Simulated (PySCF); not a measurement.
System (SMILES): O=BF.
Geometry (B3LYP-D3(BJ)/def2-TZVP, fixed):
```xyz
3

F      0.0000     0.0000    -1.1989
B      0.0000     0.0000     0.0871
O      0.0000     0.0000     1.2943
```

Basis-set convergence of the isotropic shielding of F1 at PBE0 with PySCF. GIAO, no density fitting; atoms are numbered in the order shown. All functions are spherical. No added dispersion term, no relativity. Reference: the value in pcseg-3, 386.30 ppm, itself unsure by roughly 0.47 ppm (its distance from pcSseg-2). Deviations are taken from unrounded values. Cost is core time over that of cc-pVTZ, rough, on shared machines of one kind; a dash marks a row that isn't timed (too short, read off another run, short of memory, by another algorithm or on other hardware).

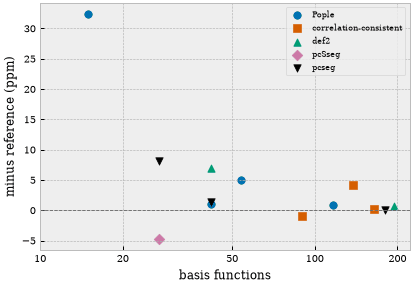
Figure. Deviation from the reference against the number of basis functions, by family of sets.

```
basis              functions  isotropic shielding of F1 (ppm)  minus reference (ppm)  cost
-----------------  ---------  -------------------------------  ---------------------  ----
STO-3G                    15                           418.66                  32.36     -
pcSseg-0                  27                           381.60                  -4.70     -
pcseg-0                   27                           394.39                   8.08     -
6-31G**                   42                           387.27                   0.97     -
def2-SVP                  42                           393.29                   6.98     -
pcseg-1                   42                           387.61                   1.31     -
6-31+G*                   54                           391.29                   4.99     -
cc-pVTZ                   90                           385.38                  -0.92    1×
6-311++G(3df,3pd)        117                           387.23                   0.93    1×
aug-cc-pVTZ              138                           390.50                   4.20    3×
cc-pVQZ                  165                           386.51                   0.21    7×
pcseg-3                  180                           386.30                   0.00    8×
def2-QZVPPD              195                           387.04                   0.73    8×
```
